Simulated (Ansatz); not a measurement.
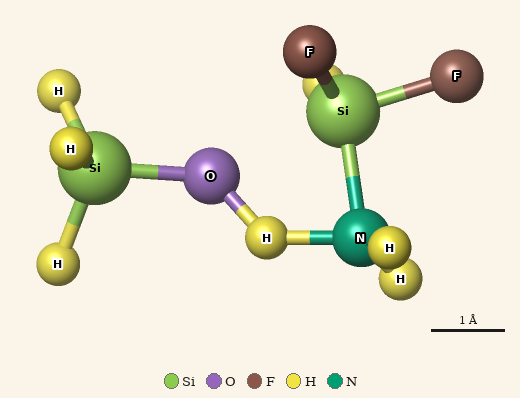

Fig. 1: The input geometry (ball-and-stick view, seen at a tilt). Bond lengths as drawn: F–Si 1.60 to 1.63 Å, H–N 1.01 to 1.31 Å, H–O 1.19 Å, H–Si 1.44 to 1.47 Å, N–Si 1.82 Å and O–Si 1.62 Å.

**Si$_{2}$NH$_{7}$OF$_{2}$: geometry relaxation**

- system: Si$_{2}$NH$_{7}$OF$_{2}$
- method: RKS PBE0-D4/def2-SVP (Ansatz 0.2.0)

The input holds or restrains some coordinates. Figures and captions count atoms from 1; the log counts them from 0 in places.

### The input
```yaml
crystal:
  periodic: [false, false, false]
  atoms:
    - {symbol: Si, position_ang: [-0.402200, 1.296200, 0.430200]}
    - {symbol: O, position_ang: [-0.098300, -0.479000, -0.478300]}
    - {symbol: Si, position_ang: [-0.657400, -1.935700, -0.906700]}
    - {symbol: F, position_ang: [-0.384200, 2.728600, 1.217700]}
    - {symbol: F, position_ang: [-1.171100, 0.514700, 1.592800]}
    - {symbol: H, position_ang: [-0.979200, 1.741500, -0.806200]}
    - {symbol: H, position_ang: [0.968400, -0.151100, -0.067700]}
    - {symbol: N, position_ang: [1.371800, 0.920900, 0.560300]}
    - {symbol: H, position_ang: [-1.906000, -1.746600, -1.641100]}
    - {symbol: H, position_ang: [0.400500, -2.493200, -1.756700]}
    - {symbol: H, position_ang: [-0.854900, -2.764800, 0.283300]}
    - {symbol: H, position_ang: [1.718400, 0.824600, 1.506900]}
    - {symbol: H, position_ang: [1.994200, 1.543800, 0.065600]}
basis:
  gaussian: {orbitals: def2-SVP}
hamiltonian: {xc: pbe0, dispersion: d4}
relax: {f_tol: 0.04, max_steps: 150, escape_saddle: false, constraints: [{distance: [0, 7]}, {distance: [1, 6]}, {distance: [0, 1]}, {distance: [6, 7]}]}
```

Machine: 4 CPU threads, shared host.

Command:
```bash
ansatz run in.yaml --threads 4 --pin off --events-out ev --progress --plain --max-ram 46080MiB --backend cpu
```

### Log
```
Functional definition: PBE0
  name "PBE0"
  cite "Adamo & Barone, J. Chem. Phys. 110, 6158 (1999) doi:10.1063/1.478522"
  cite "Perdew, Burke & Ernzerhof, Phys. Rev. Lett. 77, 3865 (1996) doi:10.1103/PhysRevLett.77.3865"
  parent pbe
  parameter a = 0.25
  parameter kappa = 0.804
  parameter beta = 0.06672455060314922
  exchange = (1 - a)*pbe_x(kappa = kappa, mu = beta*pi^2/3) + a*exact_x
  correlation = pbe_c(beta = beta)
1296 factors; integrals over basis functions are off by at most 4.1e-4 eV
mean field evaluation 1: about -24808.8199 eV, gradient 6.8e1 eV
mean field evaluation 2: about -24802.0800 eV, gradient 9.1e1 eV
mean field evaluation 4: about -24816.5072 eV, gradient 3.8e0 eV
mean field evaluation 8: about -24816.5455 eV, gradient 1.1e-1 eV
mean field evaluation 16: about -24816.5455 eV, gradient 2.3e-5 eV
mean field -24816.54550969 eV, -911.9912262225 hartree, gradient 2.3e-5 eV, S^2 0.000000; 0 other end points of the search recorded, 0 dependent functions left out
the calculation of the forces begins
reference -24816.54553923 eV, -911.9912273081 hartree; 34, 34 occupied and 93, 93 virtual orbitals, 1296 factors
relax step   1: F+E_penalty+E_count = -24816.78880758 eV  Δ(F+E_penalty+E_count) = +0.000e0 eV  max|allowed force component| = 9.279e-1 eV/Å  Δτ_max = 0.0000 Å  (26 SCF iters, accepted)
  distance Si 0 - N 7 held at 1.817925 Å   reaction = -2.1628e-2 eV/Å
  distance O 1 - H 6 held at 1.189100 Å   reaction = +8.0603e-1 eV/Å
  distance Si 0 - O 1 held at 2.017192 Å   reaction = +6.2081e-1 eV/Å
  distance H 6 - N 7 held at 1.306254 Å   reaction = +4.9929e-1 eV/Å
these checks for a lower state are left out or cut short: starts, cluster_reference, orbital_swaps, neighbouring_geometries, increment
1296 factors; integrals over basis functions are off by at most 4.4e-4 eV
mean field -24816.68060653 eV, -911.9961909396 hartree, gradient 8.0e-6 eV, S^2 0.000000; 0 other end points of the search recorded, 0 dependent functions left out
[... from here on the field's lines of each further geometry are left out, up to the last ...]
relax step   2: F+E_penalty+E_count = -24816.92219297 eV  Δ(F+E_penalty+E_count) = -1.334e-1 eV  max|allowed force component| = 5.833e-1 eV/Å  Δτ_max = 0.1024 Å  (29 SCF iters, accepted)
relax step   3: F+E_penalty+E_count = -24816.94566476 eV  Δ(F+E_penalty+E_count) = -2.347e-2 eV  max|allowed force component| = 2.131e-1 eV/Å  Δτ_max = 0.0480 Å  (29 SCF iters, accepted)
relax step   4: F+E_penalty+E_count = -24816.95658284 eV  Δ(F+E_penalty+E_count) = -1.092e-2 eV  max|allowed force component| = 1.138e-1 eV/Å  Δτ_max = 0.0670 Å  (28 SCF iters, accepted)
relax step   5: F+E_penalty+E_count = -24816.96205153 eV  Δ(F+E_penalty+E_count) = -5.469e-3 eV  max|allowed force component| = 1.260e-1 eV/Å  Δτ_max = 0.1398 Å  (28 SCF iters, accepted)
relax step   6: F+E_penalty+E_count = -24816.96447719 eV  Δ(F+E_penalty+E_count) = -2.426e-3 eV  max|allowed force component| = 1.272e-1 eV/Å  Δτ_max = 0.0435 Å  (29 SCF iters, accepted)
relax step   7: F+E_penalty+E_count = -24816.97192439 eV  Δ(F+E_penalty+E_count) = -7.447e-3 eV  max|allowed force component| = 4.168e-2 eV/Å  Δτ_max = 0.1032 Å  (28 SCF iters, accepted)
relax step   8: F+E_penalty+E_count = -24816.97298614 eV  Δ(F+E_penalty+E_count) = -1.062e-3 eV  max|allowed force component| = 2.474e-1 eV/Å  Δτ_max = 0.1991 Å  (26 SCF iters, accepted)
relax step   9: F+E_penalty+E_count = -24816.97735444 eV  Δ(F+E_penalty+E_count) = -4.368e-3 eV  max|allowed force component| = 6.407e-2 eV/Å  Δτ_max = 0.0425 Å  (29 SCF iters, accepted)
the calculation of the forces begins
reference -24816.73129291 eV, -911.9980536299 hartree; 34, 34 occupied and 93, 93 virtual orbitals, 1296 factors
relax step  10: F+E_penalty+E_count = -24816.97828864 eV  Δ(F+E_penalty+E_count) = -9.342e-4 eV  max|allowed force component| = 1.650e-2 eV/Å  Δτ_max = 0.0355 Å  (29 SCF iters, accepted)
  distance Si 0 - N 7 held at 1.817925 Å   reaction = -4.0069e-1 eV/Å
  distance O 1 - H 6 held at 1.189100 Å   reaction = +1.9374e-1 eV/Å
  distance Si 0 - O 1 held at 2.017192 Å   reaction = +3.6440e-2 eV/Å
  distance H 6 - N 7 held at 1.306254 Å   reaction = -2.7669e-2 eV/Å
1296 factors; integrals over basis functions are off by at most 6.0e-4 eV
mean field evaluation 96: about -24816.7313 eV, gradient 2.9e-5 eV
```

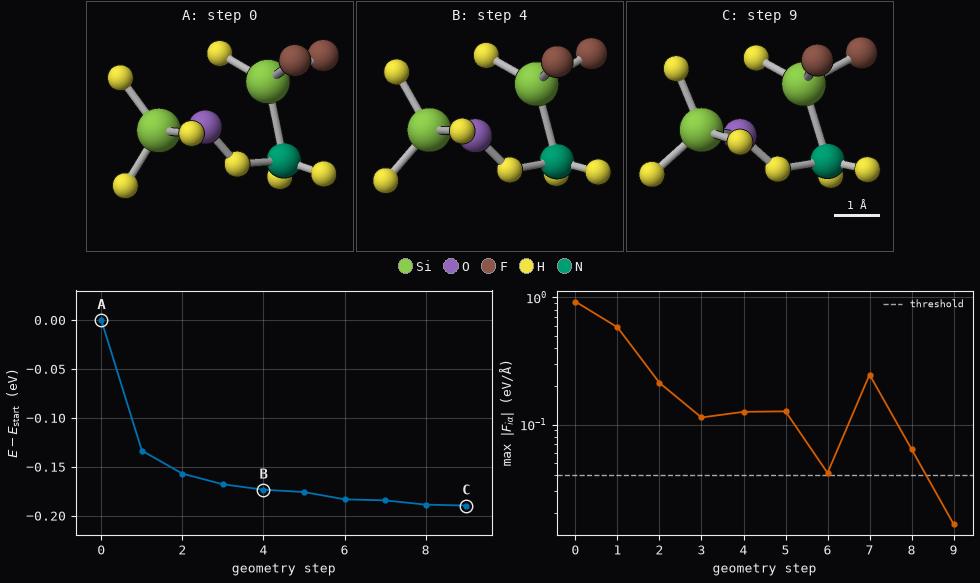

Fig. 2: Frames of the restrained relaxation (ball-and-stick view, seen at a tilt) above the curves, on which the letters mark them (the first geometry is step 0 here and step 1 in the log).

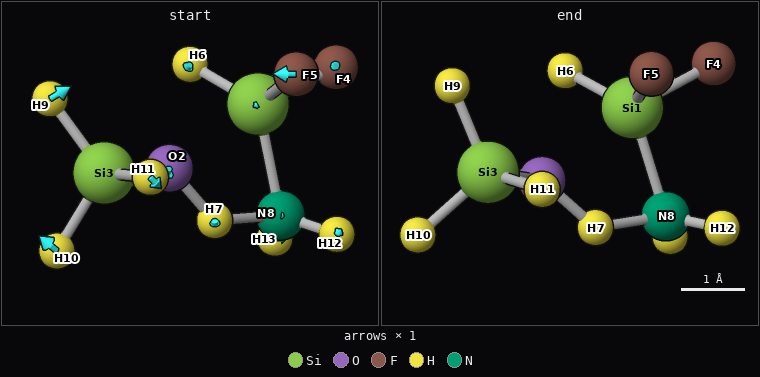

Fig. 3: Before (left) and after (right) the restrained relaxation, at one scale (ball-and-stick view, seen at a tilt). The teal arrows give the displacements, at true length. The largest move after the best rigid fit is that of H10, 0.44 Å. By element the largest moves are H 0.44 Å, F 0.41 Å, O 0.31 Å, Si 0.11 Å, N 0.08 Å. Among the contacts that change: O2–Si3 1.618 → 1.672 Å, Si1–H6 1.435 → 1.473 Å, Si3–H11 1.464 → 1.494 Å, Si1–F5 1.598 → 1.628 Å. Among the angles that change: O2–Si3–H10 104.3° → 108.8°, F5–Si1–H6 125.8° → 121.6°, F5–Si1–N8 108.5° → 111.1°. After 9 geometry steps the energy has fallen by 0.189 eV. The largest force component goes from 0.93 to 0.016 eV/Å. (Atoms are counted from 1 in the order of the input.)

```
mean field -24816.73126330 eV, -911.9980525418 hartree, gradient 7.8e-6 eV, S^2 0.000000; 1 other end points of the search recorded, 0 dependent functions left out
the calculation of the forces begins
reference -24816.73129291 eV, -911.9980536299 hartree; 34, 34 occupied and 93, 93 virtual orbitals, 1296 factors
Total energy: -24816.97831825 eV, -912.0071316437 hartree
Atom 0 at    -0.367291     1.253535     0.334338 Å, force    -0.379775     0.041222    -0.098376 eV/Å
Atom 1 at     0.126606    -0.416112    -0.684195 Å, force     0.150610     0.076906     0.115422 eV/Å
Atom 2 at    -0.644088    -1.890124    -0.857837 Å, force     0.016496     0.011793     0.002646 eV/Å
Atom 3 at    -0.497459     2.619672     1.236613 Å, force     0.000037    -0.002937    -0.000956 eV/Å
Atom 4 at    -1.296627     0.299213     1.269724 Å, force    -0.010431    -0.005608     0.010288 eV/Å
Atom 5 at    -0.854056     1.787397    -0.949451 Å, force     0.000599     0.005369    -0.001943 eV/Å
Atom 6 at     1.114672    -0.085473    -0.111164 Å, force    -0.166520    -0.070781    -0.115868 eV/Å
Atom 7 at     1.398843     0.946903     0.636996 Å, force     0.392541    -0.046092     0.084486 eV/Å
Atom 8 at    -2.059263    -1.644472    -1.257547 Å, force    -0.002383     0.001788     0.003729 eV/Å
Atom 9 at     0.045554    -2.671295    -1.928057 Å, force    -0.003592    -0.000174    -0.000817 eV/Å
Atom 10 at    -0.608068    -2.684761     0.406884 Å, force     0.000832    -0.002687     0.000181 eV/Å
Atom 11 at     1.612881     0.821161     1.627008 Å, force    -0.002267    -0.004879     0.007774 eV/Å
Atom 12 at     2.028296     1.664256     0.276788 Å, force     0.003854    -0.003920    -0.006567 eV/Å
Dipole moment:     0.733215    -0.083056    -0.069013 e Å
```

### Trajectory as extended XYZ (Å, eV, eV/Å), 10 frames, from step=1 to step=10
```
13
Properties=species:S:1:pos:R:3:forces:R:3 step=1 energy=-24816.78881
Si   -0.4022    1.2962    0.4302    0.5046   0.0625   0.4020
O    -0.0983   -0.4790   -0.4783    0.7329   1.6965   0.4990
Si   -0.6574   -1.9357   -0.9067   -0.1199  -0.5883  -0.1682
F    -0.3842    2.7286    1.2177    0.0946   0.4564  -0.0454
F    -1.1711    0.5147    1.5928   -0.5971  -0.7270   0.4681
H    -0.9792    1.7415   -0.8062   -0.3645   0.1588  -0.7048
H     0.9684   -0.1511   -0.0677   -0.2104   0.1472   0.0133
N     1.3718    0.9209    0.5603    0.2236  -0.4108  -0.2603
H    -1.9060   -1.7466   -1.6411   -0.5602  -0.1147  -0.3330
H     0.4005   -2.4932   -1.7567    0.2125  -0.5063  -0.3935
H    -0.8549   -2.7648    0.2833   -0.1781  -0.5191   0.3659
H     1.7184    0.8246    1.5069    0.0053   0.0408   0.3597
H     1.9942    1.5438    0.0656    0.2568   0.3041  -0.2027
13
Properties=species:S:1:pos:R:3:forces:R:3 step=2 energy=-24816.92219
Si   -0.3861    1.3067    0.4507   -0.0693   0.2514   0.0058
O    -0.0797   -0.4585   -0.4762    0.5558   0.6704   0.2432
Si   -0.6553   -1.9328   -0.9116   -0.1841  -0.5833  -0.1709
F    -0.3829    2.7513    1.2253    0.0599   0.1567  -0.0358
F    -1.1749    0.4944    1.5942   -0.2922  -0.3462   0.2305
H    -0.9727    1.7379   -0.8173   -0.1346   0.0615  -0.1686
H     0.9803   -0.1223   -0.0551   -0.1246   0.0186  -0.0538
N     1.3918    0.9472    0.5718    0.3069  -0.2284  -0.0833
H    -1.9314   -1.7812   -1.6553   -0.1302   0.0380  -0.0718
H     0.3587   -2.5781   -1.7958    0.0151  -0.0658  -0.0539
H    -0.8859   -2.8164    0.2632   -0.0211  -0.0778   0.1054
H     1.7277    0.8660    1.5299   -0.0139   0.0264   0.0915
H     2.0103    1.5856    0.0764    0.0323   0.0785  -0.0382
13
Properties=species:S:1:pos:R:3:forces:R:3 step=3 energy=-24816.94566
Si   -0.3788    1.3042    0.4517   -0.3688   0.1188  -0.0927
O    -0.0522   -0.4543   -0.4811    0.3880   0.1244   0.0429
Si   -0.6579   -1.9388   -0.9105   -0.1227  -0.2131  -0.0637
F    -0.3853    2.7503    1.2285    0.0416   0.0053  -0.0066
F    -1.1868    0.4630    1.5754   -0.0883  -0.0508   0.0551
H    -0.9763    1.7421   -0.8233   -0.0246  -0.0095   0.0357
H     1.0067   -0.1156   -0.0591   -0.1933  -0.0145  -0.0570
N     1.4012    0.9560    0.5752    0.3894  -0.0798   0.0259
H    -1.9453   -1.7659   -1.6495    0.0259   0.0326   0.0361
H     0.3308   -2.6144   -1.8103   -0.0285   0.0267   0.0277
H    -0.8928   -2.8230    0.2738    0.0100   0.0442  -0.0126
H     1.7245    0.8843    1.5410   -0.0039   0.0148  -0.0162
H     2.0123    1.6121    0.0883   -0.0248   0.0008   0.0254
13
Properties=species:S:1:pos:R:3:forces:R:3 step=4 energy=-24816.95658
Si   -0.3741    1.2782    0.4391   -0.3848   0.1286  -0.0655
O     0.0033   -0.4708   -0.4923    0.3053   0.2003   0.0552
Si   -0.6655   -1.9356   -0.9076    0.0078  -0.1138   0.0169
F    -0.4084    2.7232    1.2207    0.0186  -0.0258  -0.0110
F    -1.1970    0.4227    1.5419   -0.0665  -0.0479   0.0575
H    -0.9709    1.7102   -0.8368   -0.0225  -0.0006   0.0019
H     1.0497   -0.1024   -0.0641   -0.1419  -0.0827  -0.0315
N     1.4119    0.9719    0.5848    0.3338  -0.1257  -0.0070
H    -1.9584   -1.7105   -1.6143   -0.0326   0.0360   0.0040
H     0.2776   -2.6442   -1.8268   -0.0126   0.0024   0.0022
H    -0.9017   -2.8029    0.2865   -0.0037   0.0131  -0.0033
H     1.7293    0.9040    1.5523   -0.0239  -0.0181   0.0145
H     2.0041    1.6560    0.1166    0.0230   0.0342  -0.0339
13
Properties=species:S:1:pos:R:3:forces:R:3 step=5 energy=-24816.96205
Si   -0.3696    1.2379    0.4135   -0.4068   0.0728  -0.0597
O     0.1059   -0.4861   -0.5198    0.0279  -0.0529   0.0027
Si   -0.6615   -1.9245   -0.8980   -0.0013   0.1260   0.0062
F    -0.4540    2.6755    1.2118    0.0044  -0.1027  -0.0376
F    -1.2174    0.3510    1.4792    0.0390   0.0000  -0.0313
H    -0.9678    1.6653   -0.8646    0.0012  -0.0108   0.0044
H     1.1328   -0.0961   -0.0642   -0.1933   0.0089  -0.0205
N     1.4226    0.9932    0.5958    0.5204  -0.0098   0.0669
H    -1.9800   -1.6015   -1.5295    0.0877  -0.0103   0.0076
H     0.1873   -2.6970   -1.8634   -0.0570   0.0677   0.0710
H    -0.9112   -2.7650    0.3116    0.0528  -0.0056  -0.0028
H     1.7186    0.9295    1.5716   -0.0320  -0.0074  -0.0234
H     1.9942    1.7177    0.1561   -0.0432  -0.0759   0.0164
13
Properties=species:S:1:pos:R:3:forces:R:3 step=6 energy=-24816.96448
Si   -0.3687    1.2450    0.4084   -0.4175   0.0346  -0.0605
O     0.0928   -0.4810   -0.5282    0.0879   0.0798   0.0552
Si   -0.6711   -1.9222   -0.8903    0.1272   0.0568  -0.0444
F    -0.4491    2.6762    1.2150   -0.0049  -0.0564  -0.0317
F    -1.2174    0.3538    1.4695    0.0107   0.0032  -0.0025
H    -0.9648    1.6765   -0.8693    0.0083   0.0054   0.0089
H     1.1179   -0.0957   -0.0647   -0.1599  -0.0371  -0.0369
N     1.4211    0.9885    0.5976    0.4560  -0.0507   0.0400
H    -1.9816   -1.6088   -1.5378    0.0177  -0.0281   0.0827
H     0.1792   -2.6845   -1.8574   -0.0243   0.0194   0.0157
H    -0.8698   -2.7734    0.3222   -0.0484   0.0367  -0.0162
H     1.7084    0.9207    1.5756   -0.0197  -0.0050  -0.0237
H     2.0031    1.7048    0.1596   -0.0331  -0.0587   0.0135
13
Properties=species:S:1:pos:R:3:forces:R:3 step=7 energy=-24816.97192
Si   -0.3684    1.2469    0.3836   -0.4020   0.0271  -0.0980
O     0.1050   -0.4536   -0.5927    0.1506   0.1433   0.1089
Si   -0.6578   -1.9085   -0.8819   -0.0099  -0.0253  -0.0071
F    -0.4671    2.6525    1.2268   -0.0030   0.0086   0.0199
F    -1.2435    0.3284    1.4011    0.0237  -0.0035  -0.0172
H    -0.9277    1.7189   -0.8940   -0.0106   0.0063  -0.0250
H     1.1152   -0.0921   -0.0802   -0.1452  -0.0288  -0.0867
N     1.4148    0.9756    0.6102    0.3819  -0.1248   0.0739
H    -2.0133   -1.6323   -1.4424    0.0066   0.0059   0.0194
H     0.1403   -2.6811   -1.8807    0.0005  -0.0026  -0.0023
H    -0.7888   -2.7276    0.3597    0.0012  -0.0078   0.0086
H     1.6736    0.8854    1.5933    0.0117   0.0074   0.0108
H     2.0176    1.6874    0.1974   -0.0057  -0.0057  -0.0053
13
Properties=species:S:1:pos:R:3:forces:R:3 step=8 energy=-24816.97299
Si   -0.3655    1.2481    0.3280   -0.4862   0.0012  -0.0071
O     0.1435   -0.4112   -0.7001    0.0455  -0.0030   0.1114
Si   -0.6414   -1.8847   -0.8572   -0.1407   0.0047   0.0382
F    -0.5063    2.6052    1.2454   -0.0098  -0.0504  -0.0381
F    -1.2933    0.2751    1.2570    0.1022   0.1137  -0.0984
H    -0.8595    1.7895   -0.9525    0.0197  -0.0100   0.0385
H     1.1249   -0.0784   -0.1170   -0.1428  -0.0794  -0.1037
N     1.4015    0.9521    0.6366    0.4896  -0.0327   0.1770
H    -2.0726   -1.6394   -1.2525    0.2474  -0.0099   0.0386
H     0.0440   -2.6816   -1.9267   -0.0551   0.0523   0.0912
H    -0.6218   -2.6647    0.4272    0.0411   0.0639  -0.1472
H     1.6077    0.8218    1.6313   -0.0192   0.0227  -0.1450
H     2.0388    1.6683    0.2805   -0.0916  -0.0729   0.0445
13
Properties=species:S:1:pos:R:3:forces:R:3 step=9 energy=-24816.97735
Si   -0.3676    1.2542    0.3405   -0.4355  -0.0172  -0.0357
O     0.1237   -0.4190   -0.6736    0.1338   0.0492   0.0907
Si   -0.6454   -1.8931   -0.8616   -0.0075   0.0386   0.0306
F    -0.4941    2.6229    1.2403    0.0027  -0.0188  -0.0143
F    -1.2860    0.2980    1.2899    0.0430   0.0570  -0.0474
H    -0.8720    1.7826   -0.9396    0.0110  -0.0060   0.0056
H     1.1163   -0.0847   -0.1106   -0.1803  -0.0631  -0.0957
N     1.4014    0.9523    0.6307    0.4406  -0.0425   0.1249
H    -2.0528   -1.6412   -1.2900    0.0272  -0.0087   0.0029
H     0.0673   -2.6776   -1.9143   -0.0094   0.0058  -0.0036
H    -0.6432   -2.6888    0.4045    0.0097   0.0142  -0.0184
H     1.6195    0.8296    1.6218   -0.0047   0.0112  -0.0589
H     2.0329    1.6648    0.2621   -0.0307  -0.0197   0.0193
13
Properties=species:S:1:pos:R:3:forces:R:3 step=10 energy=-24816.97829
Si   -0.3673    1.2535    0.3343   -0.3798   0.0412  -0.0984
O     0.1266   -0.4161   -0.6842    0.1506   0.0769   0.1154
Si   -0.6441   -1.8901   -0.8578    0.0165   0.0118   0.0026
F    -0.4975    2.6197    1.2366    0.0000  -0.0029  -0.0010
F    -1.2966    0.2992    1.2697   -0.0104  -0.0056   0.0103
H    -0.8541    1.7874   -0.9495    0.0006   0.0054  -0.0019
H     1.1147   -0.0855   -0.1112   -0.1665  -0.0708  -0.1159
N     1.3988    0.9469    0.6370    0.3925  -0.0461   0.0845
H    -2.0593   -1.6445   -1.2575   -0.0024   0.0018   0.0037
H     0.0456   -2.6713   -1.9281   -0.0036  -0.0002  -0.0008
H    -0.6081   -2.6848    0.4069    0.0008  -0.0027   0.0002
H     1.6129    0.8212    1.6270   -0.0023  -0.0049   0.0078
H     2.0283    1.6643    0.2768    0.0039  -0.0039  -0.0066
```

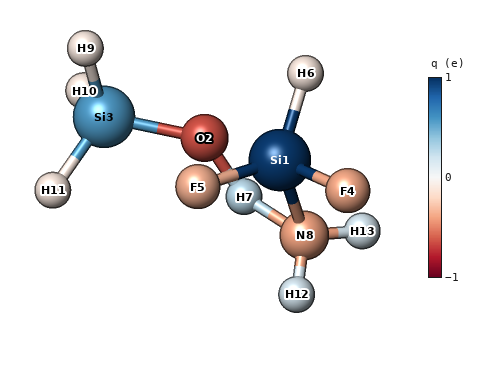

Fig. 4: Mulliken charges, as the colour of each atom (ball-and-stick view, seen at a tilt; atoms are numbered from 1 in the order of the input; Mulliken charges depend strongly on the basis). By element: Si +0.57 to +0.96, O −0.63, F −0.38 to −0.35, H −0.10 to +0.27 and N −0.39 e.

### Summary

| quantity | value |
| --- | --- |
| outcome | converged under the restraints of the input |
| total energy | −24816.9783 eV |
| mean-field energy | −24816.7313 eV |
| dispersion energy | −0.2470 eV |
| SCF solution under orbital rotations | stable |
| largest force (length of the vector) at the end, held atoms and coordinates included | 0.404 eV/Å |
| dipole moment | 3.56 D |
| wall time | 21 s (CPU time 64 s) |
| peak memory | 0.38 GiB |
